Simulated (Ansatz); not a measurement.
Structure of Rh:

```xyz
4
Lattice="3.7797 0.0000 0.0000 0.0000 3.7797 0.0000 0.0000 0.0000 3.7797" Properties=species:S:1:pos:R:3 pbc="T T T"
Rh    0.0000    0.0000    0.0000
Rh    0.0000    1.8899    1.8899
Rh    1.8899    0.0000    1.8899
Rh    1.8899    1.8899    0.0000
```

Structure used: the input geometry of an electronic-structure calculation (not necessarily at equilibrium).

Predict radii and indices of the first 5 visible rings (3 % of the strongest or more) for 120 kV electrons.

Answer.
```json
{"ring": "1", "radius": "4.58 nm⁻¹", "d (Å)": "2.18", "hkl": "111"}
{"ring": "2", "radius": "5.29 nm⁻¹", "d (Å)": "1.890", "hkl": "200"}
{"ring": "3", "radius": "7.48 nm⁻¹", "d (Å)": "1.336", "hkl": "220"}
{"ring": "4", "radius": "8.77 nm⁻¹", "d (Å)": "1.140", "hkl": "311"}
{"ring": "5", "radius": "9.16 nm⁻¹", "d (Å)": "1.091", "hkl": "222"}
```

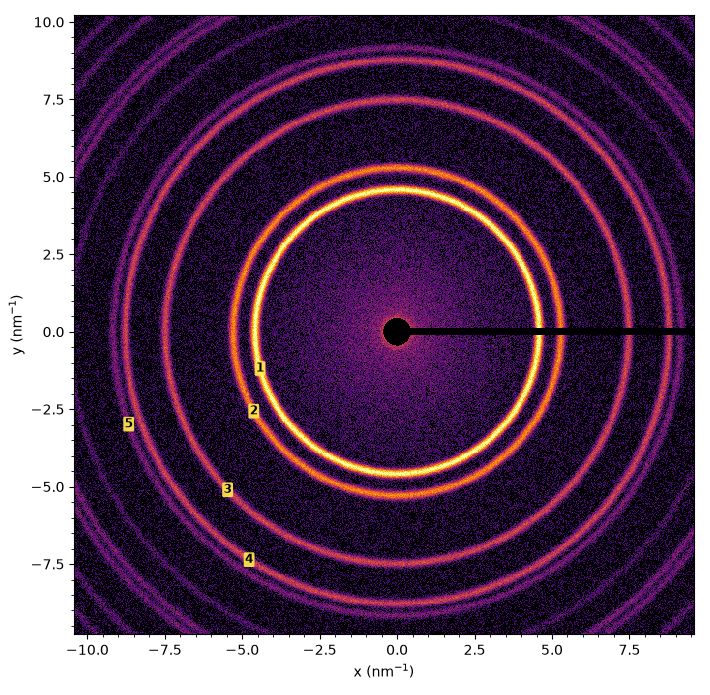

Simulated electron diffraction rings at 120 kV (λ = 0.0335 Å), scale in nm⁻¹ (radius = 1/d), for a fine-grained powder without texture. Kinematic intensities with B = 0.3 Å² for all atoms, without multiple scattering; brightness goes as intensity to the power 0.4, clipped at the top, with counting noise. Reflections closer than the ring width show as one ring. The numbers mark the rings of the table.
